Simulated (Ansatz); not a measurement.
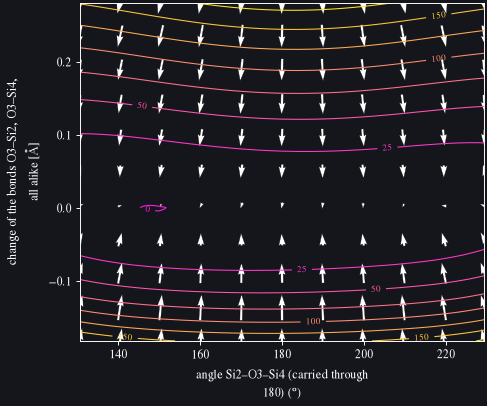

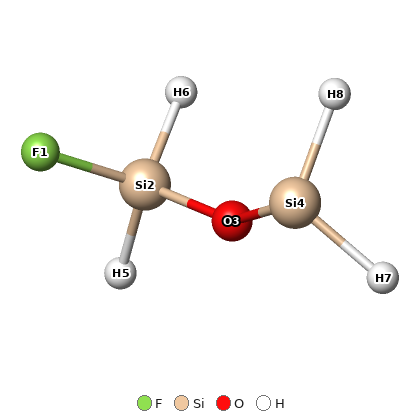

Energy landscape of FH4OSi2, SMILES F[SiH2]O[SiH2], spin multiplicity 2. 
- The first coordinate is: angle Si2–O3–Si4 (carried through 180); the second: change of the bonds O3–Si2, O3–Si4, all alike.
- Nothing is relaxed (all other coordinates rigid).
- The grid has 11 × 11 points.
- Points are written as (first, second).
- All energies are given in kJ/mol relative to the lowest grid point.
- Theory: UKS PBE0-D4/def2-SVP in Ansatz.

Drawn: contour lines labelled in kJ/mol, arrows along the force (downhill), their lengths compressed. Between grid points the surface is interpolated. The second picture is the structure at the lowest point.

**Describe this landscape.**

The lowest grid point is at (150.4°, 0.003 Å). It is the only kind of minimum in the scanned range. The highest grid point, (180.0°, 0.281 Å), lies 185 kJ/mol above the lowest.

Grid values (kJ/mol):

```csv
"second ↓, first →",130.6,140.5,150.4,160.2,170.1,180.0,189.9,199.8,209.6,219.5,229.4
0.281,151,159,168,176,182,185,184,180,173,165,157
0.235,112,119,126,133,139,141,140,137,131,125,118
0.189,77,82,88,94,98,101,100,97,93,87,83
0.142,46,49,54,58,62,64,64,62,58,54,52
0.096,22,24,27,30,33,34,34,33,31,29,28
0.050,7,7,8,10,12,13,14,13,12,11,13
0.003,3,0,0,1,2,3,3,4,4,5,8
−0.043,14,9,6,6,6,6,7,8,10,13,19
−0.089,42,34,30,28,27,28,29,30,33,38,47
−0.136,94,84,78,74,72,72,73,76,80,87,99
−0.182,174,161,152,147,144,144,145,149,155,164,179
```

The whole map (121 points run) took 10 min on 1 thread of Arm Neoverse V2 (shared host).
